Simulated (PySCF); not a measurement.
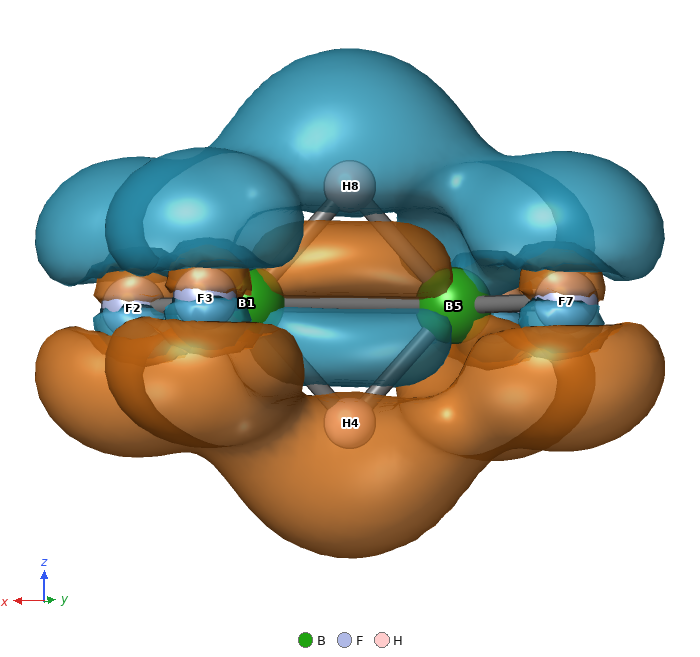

(F2B-mu-H)2 (B$_{2}$F$_{4}$H$_{2}$). Change of the electron density in a uniform field of 0.26 V/Å, surfaces at ±0.001 e/Å³ (light blue: gain, orange: loss).

Computed with PySCF, CAM-B3LYP/def2-SVPD, geometry: GFN2-xTB. No frequency check shows the geometry to be a minimum.

Question: Along which Cartesian direction does the field point?

Answer: Along −z: electrons gather on the +z side, against the field.

Question: What dipole is induced, and what polarisability does it imply?

Answer: The induced dipole is 0.36 D (along the field); α along this axis, from the fields in both directions, is 28 bohr³ (4.1 Å³).

Question: Which atoms gain and lose the most charge?

Answer: Electrons gather most on H8 (Hirshfeld charge changes by −0.008 e) and leave H4 most (+0.008 e); 0.043 electrons are displaced in all.
